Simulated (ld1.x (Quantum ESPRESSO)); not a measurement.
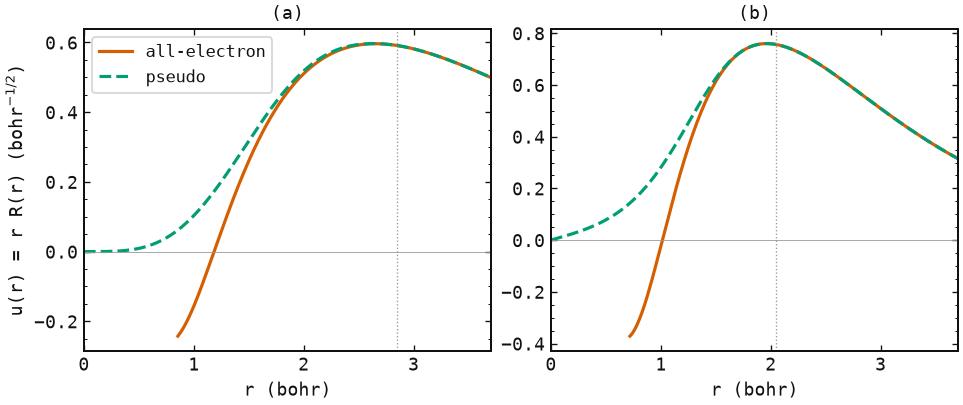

Partial waves u(r) = r R(r), all-electron (solid) and pseudo (dashed). Dotted lines mark the matching radii. The all-electron curves start outside the innermost oscillations, which aren't drawn.

ld1.x (Quantum ESPRESSO) 7.5, PBE, scalar-relativistic. The levels are (a) -3.50 eV, (b) -12.04 eV.

> Which element and which shells are these?

Lead (Pb), core [Xe] 4f14 5d10, valence 6s2 6p2 (neutral): (a) 6p, (b) 6s.

> Are the pseudo-waves norm-conserving?

Yes. The RRKJ scheme keeps the all-electron norm inside the radius.

The potential isn't sound: its ghost test gives ghost state below the valence levels: d at -152.9 eV.
